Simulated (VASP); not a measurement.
Band structure of Ge2Mo (relaxed from the AlB2 structure, space group P6/mmm). Method: r2SCAN meta-GGA, VASP's PBE PAW potentials (set 64) (plane waves; VASP 6.6.1).

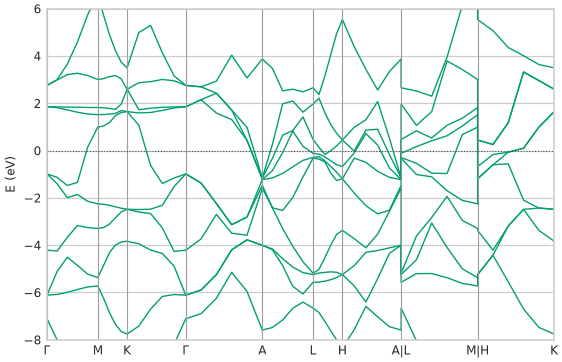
*Bands along high-symmetry lines, zero at the valence-band maximum or, without a gap, the Fermi level*

Question: Read the plot: is there a gap, and where are the band edges?

Answer: It has no gap at this level: it comes out as a metal or semimetal.

The structure was generated: Ge2Mo was put into the AlB2 type (P6/mmm), which need not be its known phase. It was relaxed first, which changed the volume by -44 %.
